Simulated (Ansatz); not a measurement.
## Hypothetical diamond Sr: response to strain

Take Sr in the diamond structure (space group Fd-3m, No. 227; a hypothetical phase, not in the database extracts checked; relaxed with 0.1 eV smearing) as the base.

```xyz
2
Lattice="0.0000 4.8052 4.8052 4.8052 0.0000 4.8052 4.8052 4.8052 0.0000" Properties=species:S:1:pos:R:3 pbc="T T T"
Sr     7.2078     7.2078     7.2078
Sr     4.8052     4.8052     4.8052
```

Strains are applied to the cell and any free atomic positions relax.

Level of theory: PBE in Ansatz (plane waves to 420 eV, PAW, no SOC).

Notes on the quantities. energy relative to the base: free energy F.

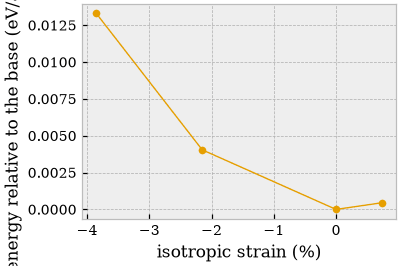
*Energy relative to the base against isotropic strain*

Problem. From the plot, what is the energy relative to the base for isotropic strain +0.74 %?

Solution. About 0.000 eV/atom.

Problem. Is the trend monotonic over the range shown?

Solution. No, it turns within the range, spanning 0 meV/atom to +13 meV/atom.

Whether these cells are dynamically stable was not tested.

Ansatz is a program for electronic structure.
